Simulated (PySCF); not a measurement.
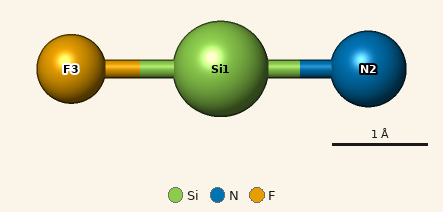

*The structure as given in the input (ball-and-stick view, seen on its broad side; atoms are numbered from 1 in the order of the input).*

**SiNF: frequency calculation**

The run: frequency calculation of SiNF. Method and program: RKS-based PBE0, Si def2-TZVP, N def2-TZVP, F def2-TZVP; non-relativistic Hamiltonian; density fitting (PySCF 2.14.0).

Output:
```
init E= -443.797083480664
  HOMO = -0.294214812588423  LUMO = -0.134703401358408  gap/eV = 4.34053
cycle= 1 E= -443.797083480663  delta_E= 1.36e-12  |g|= 2.74e-06  |ddm|= 1.88e-06
  HOMO = -0.294214503333192  LUMO = -0.134703330352579  gap/eV = 4.34052
Extra cycle  E= -443.79708348066  delta_E= 3.18e-12  |g|= 5.37e-06  |ddm|= 3.33e-06
converged SCF energy = -443.79708348066
```

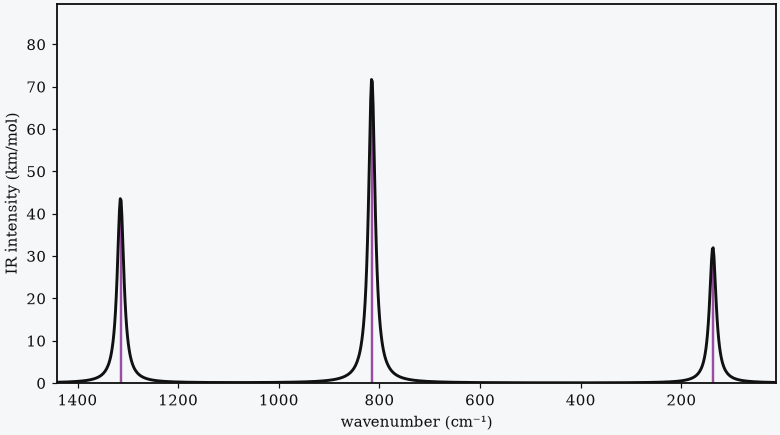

*Harmonic infrared spectrum, unscaled: sticks (degenerate modes added up, dark ones marked on the axis) with a Lorentzian envelope of 16 cm⁻¹ full width, scaled to the tallest stick.*

4 modes from 138 to 1314 cm⁻¹, none imaginary. The strongest line is at 815 cm⁻¹ (72 km/mol). All modes, in cm⁻¹ (km/mol): 138 (15.9), 138 (15.9), 815 (72), 1314 (43).

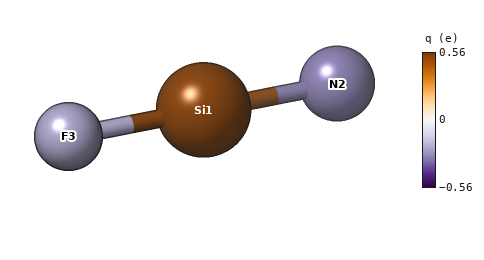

*Mulliken charges, as the colour of each atom (ball-and-stick view, seen at a tilt; atoms are numbered from 1 in the order of the input).*

By element: Si +0.54, N −0.33 and F −0.21 e.

This output came from the following input.

The input:
```python
from pyscf import gto, scf, dft
mol = gto.M(atom='''
Si     0.000000    -0.000000    -0.133343
N      0.000000     0.000000    -1.690836
F      0.000000     0.000000     1.442664''',
    basis={'Si': 'def2-TZVP', 'N': 'def2-TZVP', 'F': 'def2-TZVP'},
    charge=0, spin=0)
mf = dft.RKS(mol, xc='PBE0')
mf.grids.atom_grid = (75, 302)
aux = {'Si': 'def2-universal-JKFIT', 'N': 'def2-universal-JKFIT', 'F': 'def2-universal-JKFIT'}
mf = mf.density_fit(auxbasis=aux)
mf.conv_tol = 1e-09
mf.diis_space = 10
mf.max_cycle = 60
mf.verbose = 4
mf.kernel()
```

The script is an equivalent of the set-up of the self-consistent field. The run itself was carried out by a driver, which started from the orbitals of the step before it where there was one and computed the further properties.

Command:
```bash
OMP_NUM_THREADS=2 python axn.py task.json out
```

Summary:

| quantity | value |
| --- | --- |
| outcome | converged |
| total energy | −443.797083 hartree |
| HOMO | −8.01 eV |
| LUMO | −3.67 eV |
| zero-point energy | 0.005479 hartree |
| dipole moment | 3.33 D |
| wavenumbers, lowest and highest | 138 and 1314 cm⁻¹ |
| hardware | 2 threads of Arm Neoverse N1, 24 GiB of memory available, shared host |
| wall time | 22 s (CPU time 40 s) |
| peak memory | 0.89 GiB |
